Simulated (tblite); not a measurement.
## C₂H₃F₃O₂Si: relaxed scan

The run: relaxed scan of C₂H₃F₃O₂Si, SMILES O=C(O[SiH3])C(F)(F)F. Method and program: GFN2-xTB relaxed scan under a harmonic restraint, gas phase (tblite 0.8.0).

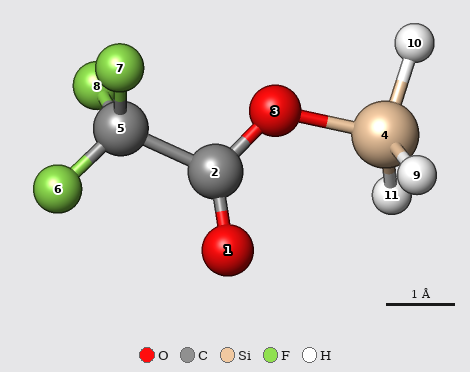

Fig. 1: The structure as given in the input (ball-and-stick view, seen at a tilt; atoms are numbered from 1 in the order of the input).

## Summary

- outcome: converged
- hardware: 1 CPU thread, shared host
- wall time: 1.6 s
- peak memory: 0.19 GiB

## Input
```
{"job": {"xc": "GFN2-xTB", "basis": "xTB", "coordinate": [["t", [0, 1, 2, 3], 0.5], ["t", [4, 1, 2, 3], 0.5]], "kind": "drive"}, "charge": 0, "multiplicity": 1}
O     -0.124831    -1.640247    -0.313692
C     -0.430812    -0.503415    -0.115399
O      0.367536     0.491830     0.105734
Si     2.051216     0.328675     0.150324
C     -1.913692    -0.029680    -0.093209
F     -2.764609    -1.027353    -0.317743
F     -2.225594     0.511310     1.091395
F     -2.131085     0.906469    -1.025702
H      2.362218    -0.602585     1.226567
H      2.346702     1.724895     0.423916
H      2.468375    -0.157229    -1.158156
```

The first line tells a small driver script what to run in tblite; the rest is the geometry in Å.

Run as:
```bash
OMP_NUM_THREADS=1 python <driver script> task.json out
```

## What the program printed
```
point  coordinate     E/eV
  0    -75.300     -814.43073
  1    -60.500     -814.38764
  2    -45.500     -814.33539
  3    -30.400     -814.28695
  4    -15.200     -814.25656
  5     -0.000     -814.24811
  6     15.200     -814.26296
  7     30.300     -814.29222
  8     45.200     -814.31870
  9     60.200     -814.34402
 10     75.000     -814.35319
 11     89.900     -814.35080
```
